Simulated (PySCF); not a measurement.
In(H)2(SiH3), SMILES [SiH3][InH2], B3LYP/def2-SVP optimised geometry. Atoms within 1.6 Å of the plane z = 0.6 Å (x, y, z in Å): In1 (0.52, 0.82, 0.00), H2 (2.26, 0.82, 0.00), H3 (-0.30, 2.36, 0.00), Si4 (-0.79, -1.44, -0.02), H6 (-2.26, -1.26, 0.19), H7 (-0.28, -2.36, 1.04).

Method: B3LYP/def2-TZVP, def2 effective core potentials past Kr (PySCF). The core electrons that the potentials of In replace are not part of the density.

Map of the log10 of the electron density (e/bohr³), floored at −4 on the plane z = 0.6 Å:

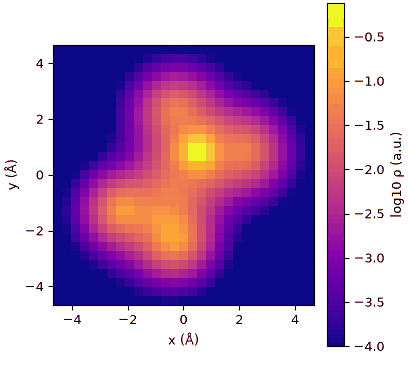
Log10 of the electron density (e/bohr³), floored at −4 on the plane z = 0.6 Å.
